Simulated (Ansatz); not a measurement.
# BH5O: the cost of one run

Program: Ansatz 0.2.0. Level of theory: UKS revPBE/def2-SVP. These are calculated values, not measurements.

## Step 1: The structure to begin with

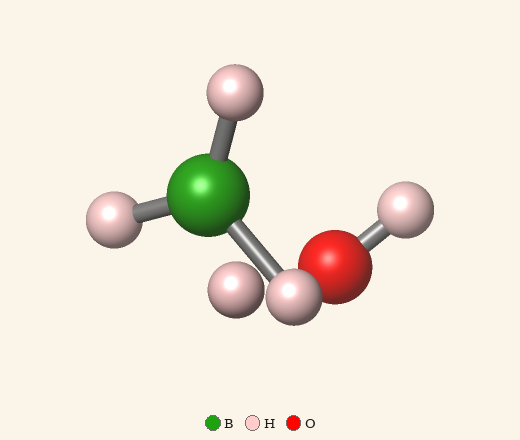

Start, viewed from a chosen angle; boron green, hydrogen pink, oxygen red.

Structure file:

```xyz
7

B    -0.5926   -0.0123   -0.2408
H     0.1509   -1.3265   -0.3150
H    -0.9103    0.3532   -1.2981
H    -1.3007    0.0038    0.6859
H     0.7277   -0.5634   -0.0758
O     0.9650    0.6748    0.1537
H     0.9599    0.8704    1.0901
```

## Step 2: Run 1

150 steps of 0.5 fs at constant energy, with velocities drawn for 1000 K.

input.yaml reads:

```yaml
crystal:
  periodic: [false, false, false]
  atoms:
    - { symbol: B, position_ang: [-0.5926, -0.0123, -0.2408] }
    - { symbol: H, position_ang: [0.1509, -1.3265, -0.315] }
    - { symbol: H, position_ang: [-0.9103, 0.3532, -1.2981] }
    - { symbol: H, position_ang: [-1.3007, 0.0038, 0.6859] }
    - { symbol: H, position_ang: [0.7277, -0.5634, -0.0758] }
    - { symbol: O, position_ang: [0.965, 0.6748, 0.1537] }
    - { symbol: H, position_ang: [0.9599, 0.8704, 1.0901] }
magnetization:
  spin_polarized: true
basis:
  gaussian: { orbitals: def2-SVP }
hamiltonian:
  xc: revpbe
md:
  timestep: 0.5
  n_steps: 150
  ensemble: nve
  temperature: 1000.0
  initial_velocities: maxwell_boltzmann
  seed: 334280
```

On the command line:

```console
> ansatz run input.yaml --threads 1 --pin off --max-ram 2048MiB --backend cpu --events-out ev --progress --plain --runs-dir out
```

Q: Estimate wall time and peak memory on 1 thread of Intel Xeon Platinum 8259CL at 2.50GHz (Skylake/Cascade Lake), shared host.

About 5.1 min, with a peak of 0.12 GiB.
